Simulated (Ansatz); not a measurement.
# The cluster GaF₃: geometry, orbitals and charge

What does the cluster GaF₃ look like as a singlet, and where do its frontier electrons sit?

Computed with Ansatz 0.2.0, Gaussian basis. Level: RKS PBE0-D4/def2-TZVP.

Plan: relaxation at PBE-D4/def2-TZVP; a search for the lowest solution at PBE0-D4/def2-SVP; a single point at PBE0-D4/def2-TZVP; harmonic vibrations at PBE-D4/def2-TZVP.

### 1 The starting structure

4 atoms, charge 0, spin multiplicity 1.

Atoms are counted from 1 here; the program's logs count them from 0.

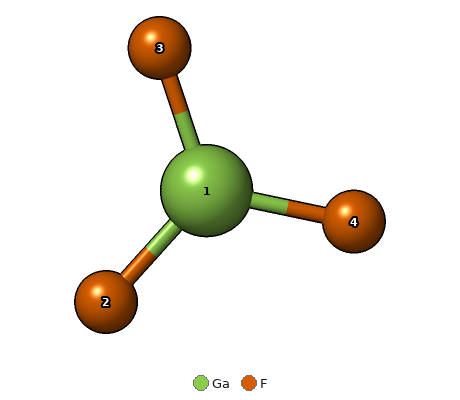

Start geometry, drawn with gallium green, fluorine orange; atoms are numbered from 1 in the order of the file.

Coordinates:

```
atom    x (Å)    y (Å)    z (Å)
 Ga1   0.0003  -0.0006  -0.0008
  F2  -0.4739  -1.5114   0.7016
  F3   0.3566   1.3526   1.0213
  F4   0.1169   0.1595  -1.7221
```

The start is a GFN2-xTB geometry.

### 2 Optimising with PBE-D4/def2-TZVP

Input file in.yaml:

```yaml
crystal:
  periodic: [false, false, false]
  atoms:
    - {symbol: Ga, position_ang: [0.000310, -0.000630, -0.000750]}
    - {symbol: F, position_ang: [-0.473890, -1.511450, 0.701600]}
    - {symbol: F, position_ang: [0.356630, 1.352580, 1.021270]}
    - {symbol: F, position_ang: [0.116950, 0.159490, -1.722110]}
basis:
  gaussian: {orbitals: def2-TZVP}
hamiltonian: {xc: pbe, dispersion: d4}
scf: {lower_state_search: "off"}
output: {orbitals: {seedname: orbitals}}
relax: {f_tol: 0.02, max_steps: 100}
```

Launch:

```bash
ansatz run in.yaml --threads 4 --pin off --events-out ev --progress --plain --max-ram 3916MiB
```

Log, cut to the lines that bear on the results:

```text
Functional definition: PBE
  name "PBE"
  cite "Perdew, Burke & Ernzerhof, Phys. Rev. Lett. 77, 3865 (1996) doi:10.1103/PhysRevLett.77.3865"
  parent pbe
[...]
836 factors; their error is unknown
[...]
mean field -60519.98777745 eV, -2224.0685289003 hartree, gradient 7.6e-7 eV, S^2 0.000000; 0 other end points of the search recorded, 0 dependent functions left out
[...]
reference -60519.98781005 eV, -2224.0685300983 hartree; 29, 29 occupied and 112, 112 virtual orbitals, 836 factors
relax step   1: F+E_penalty+E_count = -60520.04212075 eV  Δ(F+E_penalty+E_count) = +0.000e0 eV  max|allowed force component| = 3.816e-1 eV/Å  Δτ_max = 0.0000 Å  (16 SCF iters, accepted)
[...]
relax step   3: F+E_penalty+E_count = -60520.04959903 eV  Δ(F+E_penalty+E_count) = -3.702e-3 eV  max|allowed force component| = 3.920e-2 eV/Å  Δτ_max = 0.0324 Å  (19 SCF iters, accepted)
[...]
relax step   4: F+E_penalty+E_count = -60520.04988003 eV  Δ(F+E_penalty+E_count) = -2.810e-4 eV  max|allowed force component| = 8.597e-4 eV/Å  Δτ_max = 0.0072 Å  (21 SCF iters, accepted)
Total energy: -60520.04991252 eV, -2224.0708123218 hartree
Atom 0 at     0.000123     0.000033     0.000164 Å, force    -0.000627     0.000025    -0.000785 eV/Å
Atom 1 at    -0.477648    -1.524062     0.705513 Å, force     0.000142    -0.000153     0.000860 eV/Å
Atom 2 at     0.359852     1.364197     1.028920 Å, force     0.000139    -0.000247     0.000258 eV/Å
Atom 3 at     0.117672     0.159821    -1.734588 Å, force     0.000346     0.000374    -0.000334 eV/Å
Dipole moment:     0.000209     0.000079     0.000325 e Å
Checks for a lower state left out: stability, starts, cluster_reference, orbital_swaps, neighbouring_geometries, increment
```

Run time: 2.3 s. Hardware: 4 threads of Arm Neoverse V1, shared host.

Relaxation path:

```
step  energy from step 1 (eV)  largest force component (eV/Å)
   1                   0.0000                          0.3816
   2                  -0.0038                          0.1738
   3                  -0.0075                          0.0392
   4                  -0.0078                          0.0009
```

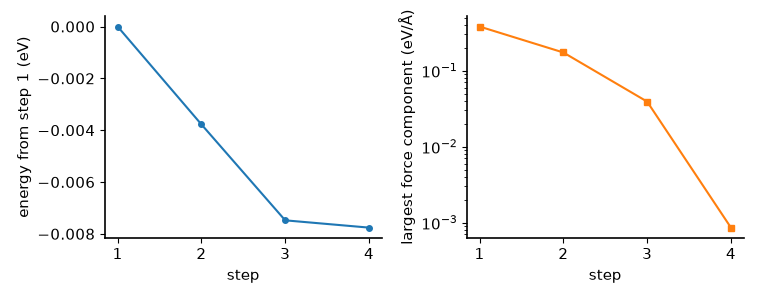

Energy and force, step by step.

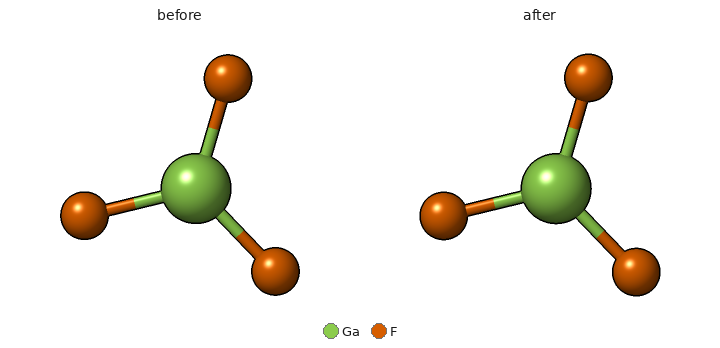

The geometry before (left) and after (right).

Distances of close pairs at the start and the end, largest changes first:

```
  bond  before (Å)  after (Å)  change (Å)
Ga1–F2       1.732      1.746      +0.014
Ga1–F4       1.733      1.746      +0.013
Ga1–F3       1.733      1.746      +0.013
```

Bonds by kind at the end (by distance):

```
bond  count  shortest (Å)  longest (Å)
F–Ga      3         1.746        1.746
```

### 3 Searching for the lowest solution, PBE0-D4/def2-SVP

start.molden holds the orbitals of an earlier run on this state, given as this run's starting guess.

Input file in.yaml:

```yaml
crystal:
  periodic: [false, false, false]
  atoms:
    - {symbol: Ga, position_ang: [0.000123, 0.000033, 0.000164]}
    - {symbol: F, position_ang: [-0.477648, -1.524062, 0.705513]}
    - {symbol: F, position_ang: [0.359852, 1.364197, 1.028920]}
    - {symbol: F, position_ang: [0.117672, 0.159821, -1.734588]}
basis:
  gaussian: {orbitals: def2-SVP, initial_orbitals: start.molden}
hamiltonian: {xc: pbe0, dispersion: d4}
output: {orbitals: {seedname: orbitals}}
```

The command is unchanged.

Log:

```text
Functional definition: PBE0
  name "PBE0"
  cite "Adamo & Barone, J. Chem. Phys. 110, 6158 (1999) doi:10.1063/1.478522"
  cite "Perdew, Burke & Ernzerhof, Phys. Rev. Lett. 77, 3865 (1996) doi:10.1103/PhysRevLett.77.3865"
  parent pbe
  parameter a = 0.25
  parameter kappa = 0.804
  parameter beta = 0.06672455060314922
  exchange = (1 - a)*pbe_x(kappa = kappa, mu = beta*pi^2/3) + a*exact_x
  correlation = pbe_c(beta = beta)
700 factors; integrals over basis functions are off by at most 7.1e-4 eV
mean field evaluation 1: about -60503.5116 eV, gradient 1.3e1 eV
mean field evaluation 2: about -60503.7824 eV, gradient 2.9e-1 eV
mean field evaluation 4: about -60503.8085 eV, gradient 8.9e-4 eV
mean field evaluation 8: about -60498.4080 eV, gradient 5.8e1 eV
mean field evaluation 16: about -60503.8085 eV, gradient 1.8e-2 eV
mean field -60503.80848852 eV, -2223.4739509989 hartree, gradient 9.9e-6 eV, S^2 0.000000; 1 other end points of the search recorded, 0 dependent functions left out
reference -60503.80851657 eV, -2223.4739520297 hartree; 29, 29 occupied and 45, 45 virtual orbitals, 700 factors
Total energy: -60503.85376336 eV, -2223.4756148183 hartree
```

Wall time 0.75 s (4 threads of Arm Neoverse V1, shared host).

Report: HOMO -11.46 eV, LUMO -2.45 eV.

### 4 Single point, PBE0-D4/def2-TZVP

Changes to in.yaml since step 3:

```diff
@@ -8,4 +8,5 @@
 basis:
-  gaussian: {orbitals: def2-SVP, initial_orbitals: start.molden}
+  gaussian: {orbitals: def2-TZVP, initial_orbitals: start.molden}
 hamiltonian: {xc: pbe0, dispersion: d4}
-output: {orbitals: {seedname: orbitals}}
+scf: {omitted_lower_state_checks: [starts]}
+output: {forces: true, orbitals: {seedname: orbitals}}
```

Launched as before.

Log, cut to the lines that bear on the results:

```text
Functional definition: PBE0
  name "PBE0"
  cite "Adamo & Barone, J. Chem. Phys. 110, 6158 (1999) doi:10.1063/1.478522"
  cite "Perdew, Burke & Ernzerhof, Phys. Rev. Lett. 77, 3865 (1996) doi:10.1103/PhysRevLett.77.3865"
  parent pbe
[...]
881 factors; their error is unknown
[...]
mean field -60520.85758840 eV, -2224.1004938630 hartree, gradient 1.6e-5 eV, S^2 0.000000; 0 other end points of the search recorded, 0 dependent functions left out
[...]
reference -60520.85761129 eV, -2224.1004947044 hartree; 29, 29 occupied and 112, 112 virtual orbitals, 881 factors
Total energy: -60520.90285808 eV, -2224.1021574930 hartree
Atom 0 at     0.000123     0.000033     0.000164 Å, force    -0.000856    -0.000019    -0.001089 eV/Å
Atom 1 at    -0.477648    -1.524062     0.705513 Å, force     0.178734     0.569511    -0.262723 eV/Å
Atom 2 at     0.359852     1.364197     1.028920 Å, force    -0.134311    -0.510166    -0.384253 eV/Å
Atom 3 at     0.117672     0.159821    -1.734588 Å, force    -0.043567    -0.059326     0.648065 eV/Å
Dipole moment:     0.000234     0.000084     0.000353 e Å
Checks for a lower state left out: starts
```

It took 1.2 s on 4 threads of Arm Neoverse V1, shared host.

HOMO -11.74 eV, LUMO -2.56 eV.

Mulliken charges, from this run's orbitals:

```
atom  value (e)
 Ga1       1.02
  F2      -0.34
  F3      -0.34
  F4      -0.34
```

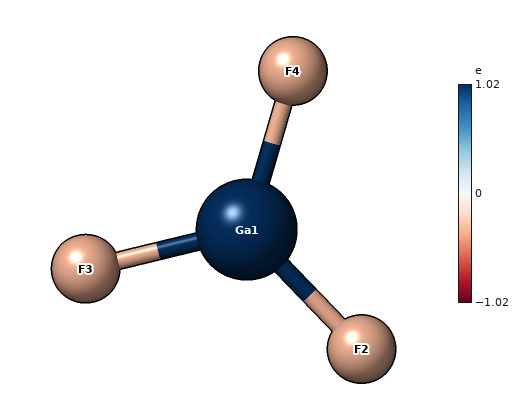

Mulliken charges, from this run's orbitals, as colours on the atoms.

Largest Mayer bond orders: Ga1–F2 1.05; Ga1–F3 1.05; Ga1–F4 1.05.

### 5 Harmonic vibrations

Changes to in.yaml since step 4:

```diff
@@ -8,5 +8,5 @@
 basis:
-  gaussian: {orbitals: def2-TZVP, initial_orbitals: start.molden}
-hamiltonian: {xc: pbe0, dispersion: d4}
+  gaussian: {orbitals: def2-TZVP}
+hamiltonian: {xc: pbe, dispersion: d4}
 scf: {omitted_lower_state_checks: [starts]}
-output: {forces: true, orbitals: {seedname: orbitals}}
+phonons: {temperatures: {t_min: 298.15, t_max: 900, t_step: 200}}
```

Launched as before.

Log, cut to the lines that bear on the results:

```text
Functional definition: PBE
  name "PBE"
  cite "Perdew, Burke & Ernzerhof, Phys. Rev. Lett. 77, 3865 (1996) doi:10.1103/PhysRevLett.77.3865"
  parent pbe
[...]
836 factors; their error is unknown
[...]
mean field -60519.99579836 eV, -2224.0688236632 hartree, gradient 4.5e-6 eV, S^2 0.000000; 0 other end points of the search recorded, 0 dependent functions left out
[...]
reference -60519.99583084 eV, -2224.0688248570 hartree; 29, 29 occupied and 112, 112 virtual orbitals, 836 factors
[...]
836 factors; their error is unknown
mean field -60519.99577505 eV, -2224.0688228067 hartree, gradient 2.7e-6 eV, S^2 0.000000; 0 other end points of the search recorded, 0 dependent functions left out
[...]
reference -60519.99580754 eV, -2224.0688240006 hartree; 29, 29 occupied and 112, 112 virtual orbitals, 836 factors
[...]
836 factors; their error is unknown
[...]
836 factors; their error is unknown
[...]
mean field -60519.99573464 eV, -2224.0688213217 hartree, gradient 2.4e-6 eV, S^2 0.000000; 0 other end points of the search recorded, 0 dependent functions left out
[...]
reference -60519.99576712 eV, -2224.0688225153 hartree; 29, 29 occupied and 112, 112 virtual orbitals, 836 factors
Total energy: -60520.04991251 eV, -2224.0708123217 hartree
Atom 0 at     0.000123     0.000033     0.000164 Å, force    -0.000626     0.000027    -0.000776 eV/Å
Atom 1 at    -0.477648    -1.524062     0.705513 Å, force     0.000142    -0.000153     0.000861 eV/Å
Atom 2 at     0.359852     1.364197     1.028920 Å, force     0.000138    -0.000249     0.000257 eV/Å
Atom 3 at     0.117672     0.159821    -1.734588 Å, force     0.000347     0.000376    -0.000343 eV/Å
Dipole moment:     0.000208     0.000079     0.000325 e Å
Vibrations: 173.36 173.42 190.50 631.07 712.62 712.71 cm⁻¹, zero-point energy 0.160787 eV
Checks for a lower state left out: starts
```

It took 13 s on 4 threads of Arm Neoverse V1, shared host.

Motions are named by where the mode's potential energy lies. The modes, unscaled (a negative number is an imaginary wavenumber):

```
mode  cm⁻¹             motion
   1   173               bend
   2   173               bend
   3   191  out-of-plane bend
   4   631       Ga–F stretch
   5   713       Ga–F stretch
   6   713       Ga–F stretch
```

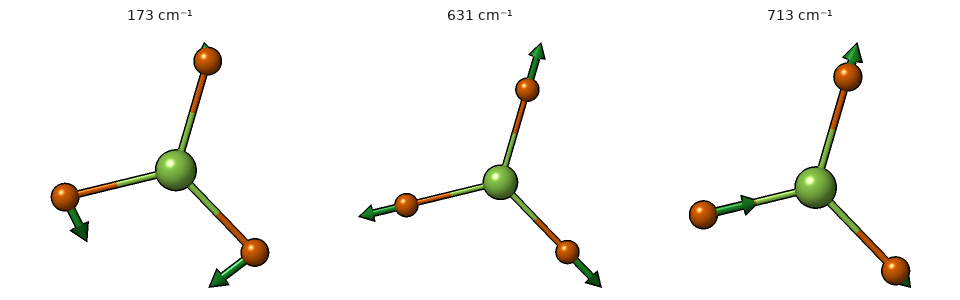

How the atoms move in 3 of the modes.

### 6 Results

| quantity | value |
| --- | --- |
| point group | D3h |
| commonest bond | F–Ga, 3 of mean length 1.746 Å |
| HOMO, LUMO at PBE0-D4/def2-TZVP | -11.74, -2.56 eV |
| dipole at PBE-D4/def2-TZVP | 0.00 D |
| lowest, highest wavenumber | 173, 713 cm⁻¹ |

The molecule keeps its bonding pattern by the stored test; the atoms moved 0.01 Å (rms). All wavenumbers are real: a minimum at this level. Whether this spin is the lowest isn't tested here.
